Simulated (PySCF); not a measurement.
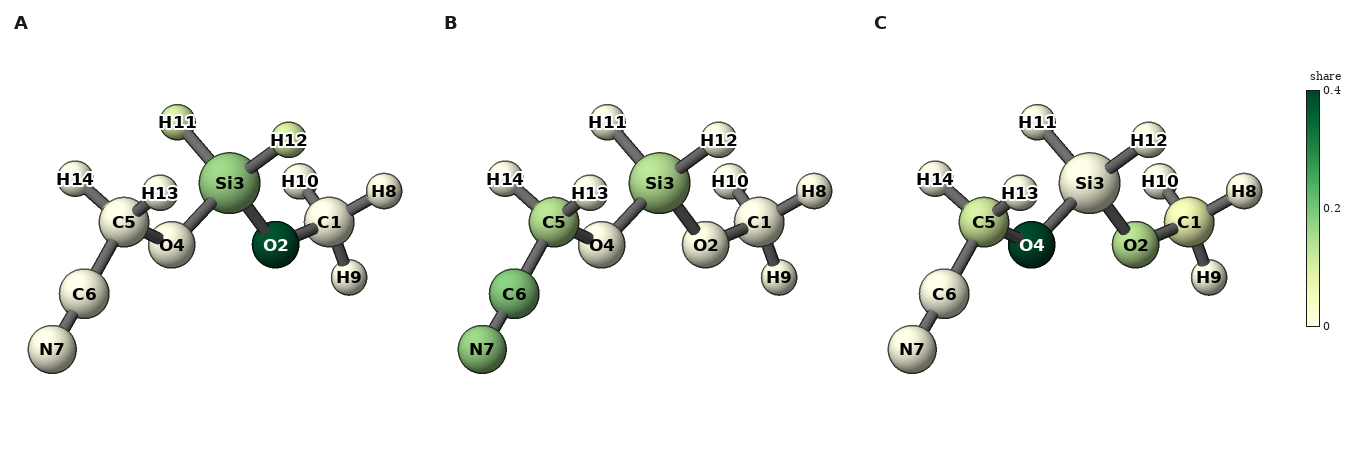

Each panel colours the atoms by their Löwdin share in one orbital (up to four of the largest shares; other atoms are shown as zero). The computed structure is the end point of a PBE0-D3(BJ)/def2-SVP optimisation. No frequency run is at hand to confirm it as a minimum. Level of theory: CAM-B3LYP/def2-SVPD in acetone (IEF-PCM) (PySCF 2.14.0).

The panels show the HOMO−1, HOMO, LUMO, in some order. Which is which?

Answer. A: HOMO, −9.68 eV; O2 0.38, Si3 0.17, H12 0.10, H11 0.10
B: LUMO, 0.81 eV; C6 0.18, N7 0.17, Si3 0.14, C5 0.14
C: HOMO−1, −10.14 eV; O4 0.39, O2 0.14, C5 0.11, C1 0.06
